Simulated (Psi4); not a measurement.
# CH5GaO2 (SMILES [CH3][Ga]([OH])[OH]) at B2PLYP/pcseg-0 (density fitting with def2-universal-jkfit, density fitting for correlation, sweep point 1)

What is the vertical ionisation energy of CH5GaO2 at B2PLYP/pcseg-0 (density fitting with def2-universal-jkfit, density fitting for correlation, sweep point 1)? 

The results are computed with Psi4 1.11.

## 1. The system as given

CH5GaO2: 9 atoms, total charge 0, spin state singlet. SMILES: `[CH3][Ga]([OH])[OH]`. The coordinates come from a PBE0-D4/def2-TZVP relaxation. This is one conformer, not always the lowest.

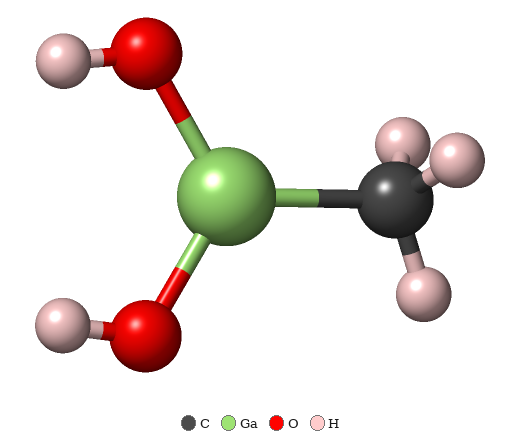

The structure, seen from a chosen angle (carbon dark grey, gallium green, oxygen red, hydrogen pink).

## 2. A single-point energy at B2PLYP/pcseg-0 (density fitting with def2-universal-jkfit, density fitting for correlation, sweep point 1)

File calc.dat:

```
memory 1.6 GB

molecule {
  0 1
  C      0.139500     0.740600    -1.385600
  Ga    -0.022300    -0.180400     0.314900
  O      0.237900    -1.947500     0.443200
  O     -0.435700     0.706800     1.814800
  H      0.259800     0.024500    -2.197900
  H      1.005300     1.404900    -1.368100
  H     -0.746600     1.349900    -1.568800
  H      0.141200    -2.314500     1.323600
  H     -0.490700     0.169600     2.607000
  symmetry c1
}

set {
  basis pcseg-0
  puream true
  scf_type df
  dft_radial_points 99
  dft_spherical_points 590
  num_frozen_docc 12
  df_basis_scf def2-universal-jkfit
}

e_tot, wfn = energy("b2plyp", return_wfn=True)
print_variables()
```

Command:

```
$ psi4 -i calc.dat -o calc.out -n 1
```

calc.out:

```text
[...]
  Running in c1 symmetry.
[...]
  Nuclear repulsion =  287.743780181499119
[...]
  Multiplicity = 1
[...]
  Nalpha       = 29
  Nbeta        = 29
[...]
    Number of basis functions: 59
[...]
   @DF-RKS iter   1: -2112.08404902044913   -3.94487e+00   2.12453e-02 ADIIS/DIIS
[...]
   @DF-RKS iter   8: -2112.73601088294799   -2.54054e-08   2.77404e-07 DIIS
[...]
    Orbital Energies [Eh]
    ---------------------
    Doubly Occupied:
       1A   -374.977606     2A    -46.358497     3A    -41.452520
       4A    -41.448866     5A    -41.448504     6A    -19.701171
       7A    -19.700916     8A    -10.608993     9A     -5.796770
      10A     -4.110582    11A     -4.103830    12A     -4.103322
      13A     -1.112461    14A     -1.109561    15A     -1.004098
      16A     -1.002641    17A     -1.002490    18A     -0.994304
      19A     -0.980615    20A     -0.790182    21A     -0.563507
      22A     -0.536307    23A     -0.471510    24A     -0.467240
      25A     -0.429704    26A     -0.384146    27A     -0.371815
      28A     -0.360240    29A     -0.356919
[...]
  @DF-RKS Final Energy: -2112.73601088294799
   => Energetics <=
    Nuclear Repulsion Energy =            287.7437801814991190
    One-Electron Energy =               -3515.8622177328734324
    Two-Electron Energy =                1162.7884199879513289
    DFT Exchange-Correlation Energy =     -47.4059933195250878
    Empirical Dispersion Energy =           0.0000000000000000
    VV10 Nonlocal Energy =                  0.0000000000000000
    Total Energy =                      -2112.7360108829479941
[...]
 Multipole Moments:
 ------------------------------------------------------------------------------------
     Multipole            Electronic (a.u.)      Nuclear  (a.u.)        Total (a.u.)
 ------------------------------------------------------------------------------------
 L = 1.  Multiply by 2.5417464519 to convert [e a0] to [Debye]
 Dipole X            :         -0.2979073            0.2586837           -0.0392236
 Dipole Y            :         -1.6684210            1.4130302           -0.2553908
 Dipole Z            :          3.0455338           -2.5527135            0.4928203
 Magnitude           :                                                    0.5564484
[...]
```

Wall time 7.5 s (1 thread of AMD EPYC 9B14 (Zen 4), shared host); peak memory 0.88 GiB.

## 3. The doublet cation at the same level

File job.inp:

```
memory 1600 mb

molecule molecule1 {
  1 2
  C      0.139500     0.740600    -1.385600
  Ga    -0.022300    -0.180400     0.314900
  O      0.237900    -1.947500     0.443200
  O     -0.435700     0.706800     1.814800
  H      0.259800     0.024500    -2.197900
  H      1.005300     1.404900    -1.368100
  H     -0.746600     1.349900    -1.568800
  H      0.141200    -2.314500     1.323600
  H     -0.490700     0.169600     2.607000
  symmetry c1
}

set basis pcseg-0
set reference uks
set puream true
set scf_type df
set dft_radial_points 99
set dft_spherical_points 590
set num_frozen_docc 12
set maxiter 100
set df_basis_scf def2-universal-jkfit

e_tot = energy('b2plyp')
print_variables()
```

Command:

```
$ psi4 job.inp job.out -n 1
```

job.out:

```text
[...]
  Running in c1 symmetry.
[...]
  Nuclear repulsion =  287.743780181499119
[...]
  Multiplicity = 2
[...]
  Nalpha       = 29
  Nbeta        = 28
[...]
    Number of basis functions: 59
[...]
   @DF-UKS iter   1: -2111.72885739526328   -3.58968e+00   2.08064e-02 ADIIS/DIIS
[...]
   @DF-UKS iter  40: -2112.34361804493346   -2.27409e-07   7.81444e-07 DIIS
[...]
   @S^2 Observed:                7.956903162E-01
[...]
    Orbital Energies [Eh]
    ---------------------
    Alpha Occupied:
       1A   -375.231841     2A    -46.613306     3A    -41.706714
       4A    -41.703983     5A    -41.702927     6A    -20.065022
       7A    -20.058453     8A    -10.790386     9A     -6.052030
      10A     -4.363644    11A     -4.359927    12A     -4.358371
      13A     -1.459428    14A     -1.451667    15A     -1.257669
      16A     -1.257296    17A     -1.255654    18A     -1.254880
      19A     -1.246884    20A     -0.968254    21A     -0.868346
      22A     -0.852989    23A     -0.753698    24A     -0.748613
      25A     -0.736426    26A     -0.693122    27A     -0.640073
      28A     -0.639887    29A     -0.572866
    Alpha Virtual:
[...]
  @DF-UKS Final Energy: -2112.34361804493346
   => Energetics <=
    Nuclear Repulsion Energy =            287.7437801814991190
    One-Electron Energy =               -3500.5478465048063299
    Two-Electron Energy =                1147.6671350384594916
    DFT Exchange-Correlation Energy =     -47.2066867600858018
    Empirical Dispersion Energy =           0.0000000000000000
    VV10 Nonlocal Energy =                  0.0000000000000000
    Total Energy =                      -2112.3436180449334643
  UHF NO Occupations:
  HONO-2 :   27  A 1.9996027
  HONO-1 :   28  A 1.9779830
[...]
 Multipole Moments:
 ------------------------------------------------------------------------------------
     Multipole            Electronic (a.u.)      Nuclear  (a.u.)        Total (a.u.)
 ------------------------------------------------------------------------------------
 L = 1.  Multiply by 2.5417464519 to convert [e a0] to [Debye]
 Dipole X            :         -0.4209041            0.2586837           -0.1622203
 Dipole Y            :         -2.1918928            1.4130302           -0.7788625
 Dipole Z            :          4.1010216           -2.5527135            1.5483081
 Magnitude           :                                                    1.7407471
[...]
```

It took 40 s on 1 thread of AMD EPYC 9B14 (Zen 4), shared host; peak memory 0.88 GiB.

## 4. Outcome

At B2PLYP/pcseg-0 (density fitting with def2-universal-jkfit, density fitting for correlation, sweep point 1), 12 core orbitals frozen:

| quantity | value |
| --- | --- |
| singlet CH5GaO2: total energy | -2112.86866 Eh |
| singlet CH5GaO2: HOMO energy (SCF part's orbitals) | -9.71 eV |
| singlet CH5GaO2: LUMO energy (SCF part's orbitals) | 1.13 eV |
| singlet CH5GaO2: HOMO–LUMO gap (SCF part's orbitals) | 10.84 eV |
| doublet cation: total energy | -2112.48137 Eh |
| doublet cation: HOMO energy (SCF part's orbitals) (highest over α and β) | -15.15 eV |
| doublet cation: LUMO energy (SCF part's orbitals) (lowest over α and β) | -11.69 eV |
| doublet cation: ⟨S²⟩ | 0.796 |
| vertical ionisation energy (to the doublet cation) | 10.539 eV |

In words: Removing an electron at fixed nuclei costs 10.54 eV (1017 kJ/mol). The negative HOMO energy of the first species, 9.71 eV, lies 0.83 eV below that difference.
